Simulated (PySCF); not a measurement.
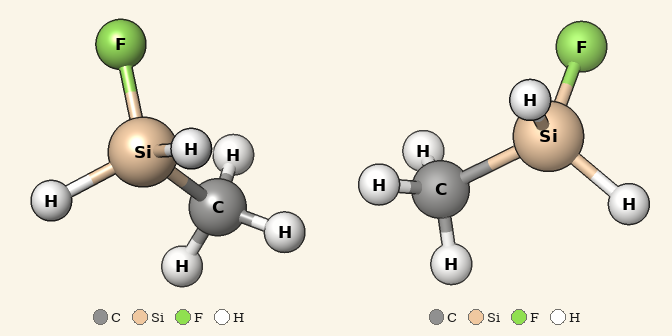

The same structure drawn twice, from different directions.

The computed structure is the end point of a PBE0-D3(BJ)/def2-SVP optimisation. No frequency run is at hand to confirm it as a minimum.

**Count the atoms of each element.**

CH5FSi, 8 atoms: 1 carbon, 5 hydrogen, 1 fluorine and 1 silicon.

**Describe its rings.**

It has no ring.

The parts below concern this one geometry. Atoms keep their numbers from picture to picture.

Geometry

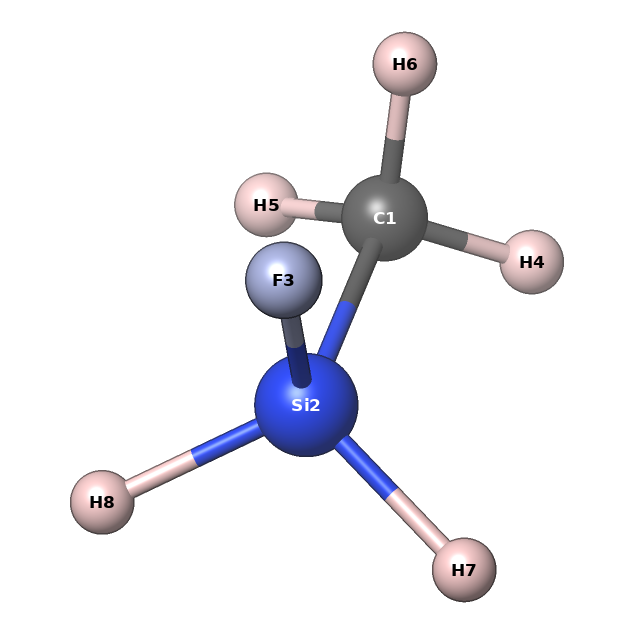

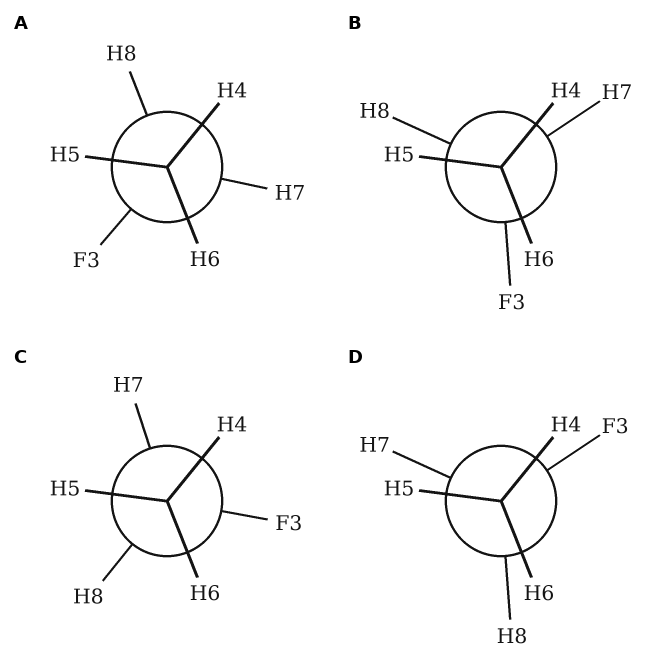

Depth is shown by fading: the farther an atom, the more it takes the colour of the background. Bonds that would overlap in a projection are set slightly apart. No frequency run is at hand to confirm it as a minimum.

**Which Newman projection shows the view along C1–Si2, with C1 in front?**

B. The torsion angle H4–C1–Si2–F3 is 121°, anticlinal.

Dipole moment

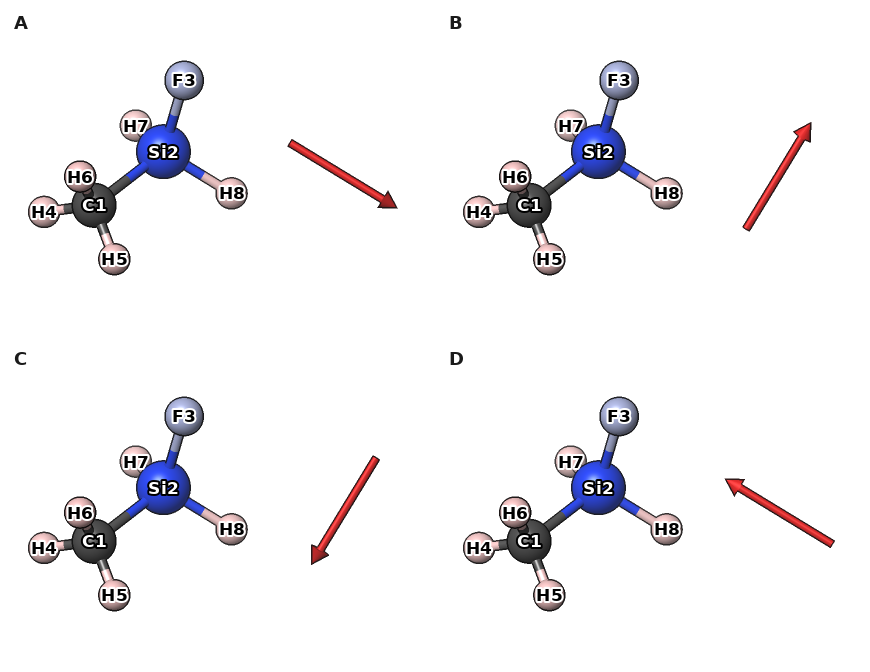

The same molecule four times, each with an arrow. No frequency run is at hand to confirm it as a minimum. Method: PBE0/6-31G*, gas phase (PySCF 2.14.0).

**Which arrow points along the dipole moment, from the negative to the positive end?**

C. The dipole moment is 1.84 D; it points from the side of F3 to the side of H4, H5 (the outermost atoms at the two ends).

Polarisability

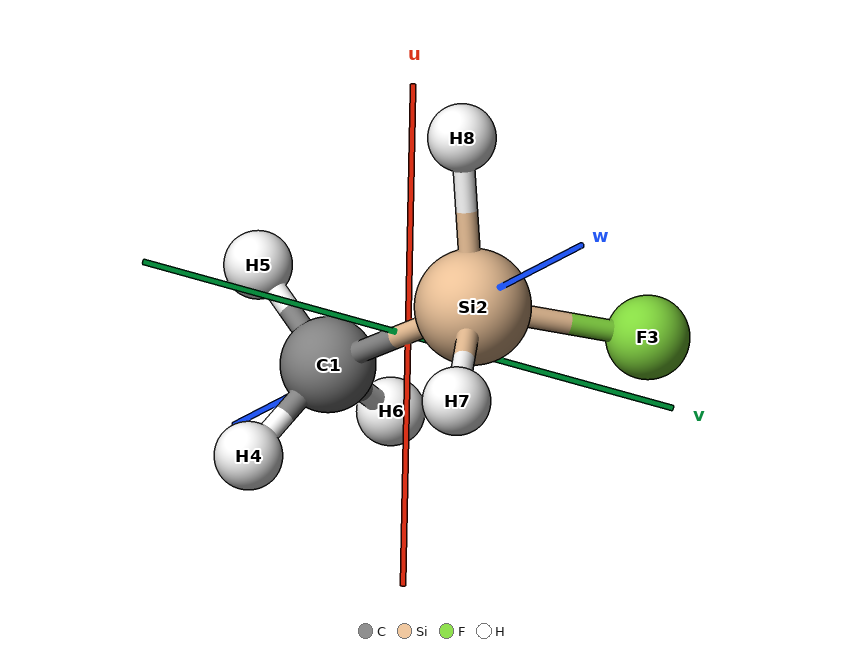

The lines u, v and w are the principal axes of the static dipole polarisability. No frequency run is at hand to confirm it as a minimum. Level of theory: CAM-B3LYP/def2-SVPD (PySCF 2.14.0).

**Along which axis is the molecule most polarisable, and along which least?**

Most along w (nearly parallel to the C1–Si2 bond), least along v.

**Give the three principal values.**

u 38.5, v 36.9, w 44.1 bohr³; mean 39.9, anisotropy 6.6 bohr³.

Excitation

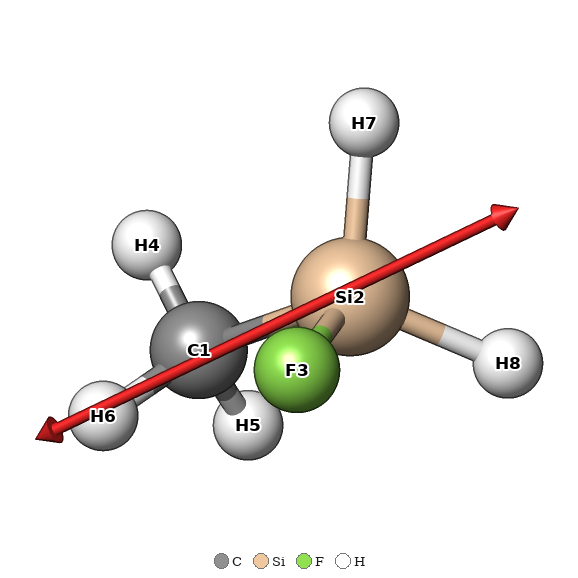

The double arrow shows the direction of the transition dipole to excited singlet state 6 (its length means nothing). No frequency run is at hand to confirm it as a minimum. Level of theory: TDDFT ωB97X-D/def2-SVPD, vertical, gas phase, core orbitals frozen in the response (PySCF 2.14.0).

**Give its energy, strength and character.**

9.93 eV (125 nm), oscillator strength 0.28, mainly HOMO → LUMO+2 (weight 0.90); transition dipole 2.72 D.
